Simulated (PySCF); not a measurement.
Molecule (SMILES): N#P (N-P).
Geometry (B3LYP-D3(BJ)/def2-TZVP, fixed):
```xyz
2

N      0.0000     0.0000    -1.0110
P      0.0000     0.0000     0.4718
```
Charge 0, spin multiplicity 1.

Basis-set convergence of the lowest singlet excitation energy at PBE with PySCF. Tamm-Dancoff approximation; the state is taken by its order, and sets in which it differs in degeneracy or brightness are left out, yet its character can still change. All functions are spherical. Density fitting with generated auxiliary sets. No added dispersion term, no relativity. Reference: the value in aug-pcseg-3, 4.945 eV, itself unsure by roughly 0.014 eV (its mean distance from aug-cc-pV(Q+d)Z, aug-pcseg-2, aug-cc-pV(T+d)Z). Deviations are taken from unrounded values. Cost is core time over that of def2-TZVPD, rough, on shared machines of one kind.

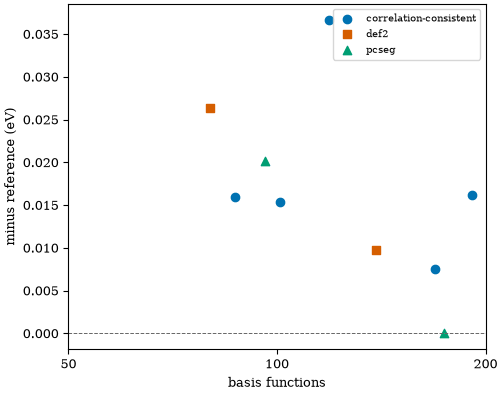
*Deviation from the reference against the number of basis functions, by family of sets.*

```
basis            functions  lowest singlet excitation energy (eV)  minus reference (eV)  cost
---------------  ---------  -------------------------------------  --------------------  ----
def2-TZVPD              80                                  4.971                 0.026    1×
jun-cc-pV(T+d)Z         87                                  4.961                 0.016    1×
aug-pcseg-2             96                                  4.965                 0.020    1×
aug-cc-pV(T+d)Z        101                                  4.960                 0.015    1×
cc-pV(Q+d)Z            119                                  4.981                 0.037    2×
def2-QZVPPD            139                                  4.955                 0.010    2×
aug-cc-pV(Q+d)Z        169                                  4.952                 0.008    3×
aug-pcseg-3            174                                  4.945                 0.000    3×
cc-pV(5+d)Z            191                                  4.961                 0.016    4×
```
